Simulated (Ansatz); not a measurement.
# SiCl (SMILES [Si]Cl) at UPBE-QIDH/aug-cc-pVTZ

What is the electronic atomisation energy of SiCl at UPBE-QIDH/aug-cc-pVTZ? 

Program for the calculation: Ansatz 0.2.0.

40 further runs of the same task are left out: 40 set aside as unsound or not needed.

## (1) The molecule

SiCl has 2 atoms, charge 0, and is taken as a doublet. SMILES: `[Si]Cl`. Geometry: relaxed at PBE0-D4/def2-TZVP.

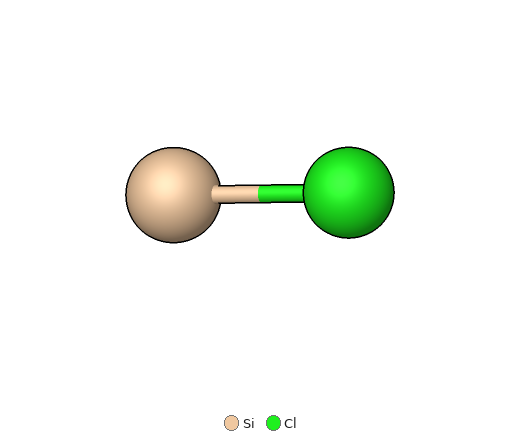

Viewed from a chosen angle; silicon light orange, chlorine green.

## (2) A single-point energy at UPBE-QIDH/aug-cc-pVTZ

job.yaml reads:

```yaml
crystal:
  periodic: [false, false, false]
  atoms:
    - {symbol: Si, position_ang: [0.881810, -0.293660, 0.452120]}
    - {symbol: Cl, position_ang: [-0.881810, 0.293660, -0.452120]}
basis:
  gaussian:
    orbitals: aug-cc-pVTZ
magnetization:
  spin_polarized: true
  initial_magnetization: 1
hamiltonian:
  xc: {name: PBE-QIDH}
correlation:
  frozen_orbitals: {Cl: 5, Si: 5}
accuracy: high
output:
  orbitals: {seedname: orbitals}
```

Run with:

```sh
$ ansatz run job.yaml --threads 1 --pin off --max-ram 3480MiB --events-out events.jsonl --progress --plain --runs-dir runs
```

The log of the run:

```text
Warning: RAYON_NUM_THREADS=1 ignored (pool sized by the plan → 1); use --threads N
Functional definition: PBE-QIDH
  name "PBE-QIDH"
  parameter a = 3^(-1/3)
  parameter c = 1/3
  exchange = (1 - a)*pbe_x + a*exact_x
  correlation = (1 - c)*pbe_c + c*(mp2_os + mp2_ss)
1299 factors; integrals over basis functions are off by at most 3.8e-9 eV
mean field evaluation 1: about -20384.7765 eV, gradient 7.4e0 eV
mean field evaluation 2: about -20384.8747 eV, gradient 7.6e0 eV
mean field evaluation 4: about -20385.3501 eV, gradient 1.0e0 eV
mean field evaluation 8: about -20385.3712 eV, gradient 4.8e-2 eV
mean field evaluation 16: about -20385.3713 eV, gradient 9.7e-5 eV
mean field evaluation 32: about -20385.0950 eV, gradient 1.9e0 eV
mean field -20385.37129795 eV, -749.1485774988 hartree, gradient 8.5e-8 eV, S^2 0.765104; 2 other end points of the search recorded, 0 dependent functions left out
10 core orbitals not correlated: weight in the atoms' cores, before any rotation towards them, 1.000 or more for the frozen orbitals, at most 0.000 for the correlated occupied ones
reference -20385.37129943 eV, -749.1485775532 hartree; 6, 5 occupied and 84, 85 virtual orbitals, 1299 factors
second order -8.30265034 eV of doubles, -0.00000000 eV of singles
Total energy: -20388.13884955 eV, -749.2502831439 hartree
```

Run time: 12 s. Hardware: 1 thread of Intel Xeon 6975P-C (Granite Rapids), shared host; peak memory 0.31 GiB.

## (3) The Cl atom at the same level

in.yaml reads:

```yaml
crystal:
  periodic: [false, false, false]
  atoms:
    - {symbol: Cl, position_ang: [0.000000, 0.000000, 0.000000]}
basis:
  gaussian: {orbitals: aug-cc-pVTZ}
correlation: {frozen_orbitals: {Cl: 5}}
accuracy: high
magnetization: {spin_polarized: true, initial_magnetization: 1}
hamiltonian: {xc: {name: PBE-QIDH}}
```

Run the same way, it converges to -459.92427 Eh (log not shown).

## (4) The Si atom at the same level

input.yaml reads:

```yaml
crystal:
  periodic: [false, false, false]
  atoms:
    - {symbol: Si, position_ang: [0.000000, 0.000000, 0.000000]}
basis:
  gaussian:
    orbitals: aug-cc-pVTZ
magnetization:
  spin_polarized: true
  initial_magnetization: 2
hamiltonian:
  xc: {name: PBE-QIDH}
correlation:
  frozen_orbitals: {Si: 5}
accuracy: high
```

Run the same way, it converges to -289.16542 Eh (log not shown).

## (5) Results

At UPBE-QIDH/aug-cc-pVTZ, 10 core orbitals frozen:

```
                                                          quantity          value
                                            molecule: total energy  -749.25028 Eh
molecule: HOMO energy (SCF part's orbitals) (highest over α and β)       -6.96 eV
 molecule: LUMO energy (SCF part's orbitals) (lowest over α and β)       -1.39 eV
                                                    molecule: ⟨S²⟩          0.765
                                             Cl atom: total energy  -459.92427 Eh
                                                     Cl atom: ⟨S²⟩          0.757
                                             Si atom: total energy  -289.16542 Eh
                                                     Si atom: ⟨S²⟩          2.010
                                     electronic atomisation energy       4.370 eV
```

In words: Taking the molecule apart into free atoms costs 4.37 eV (101 kcal/mol), before zero-point energy and without spin-orbit coupling.
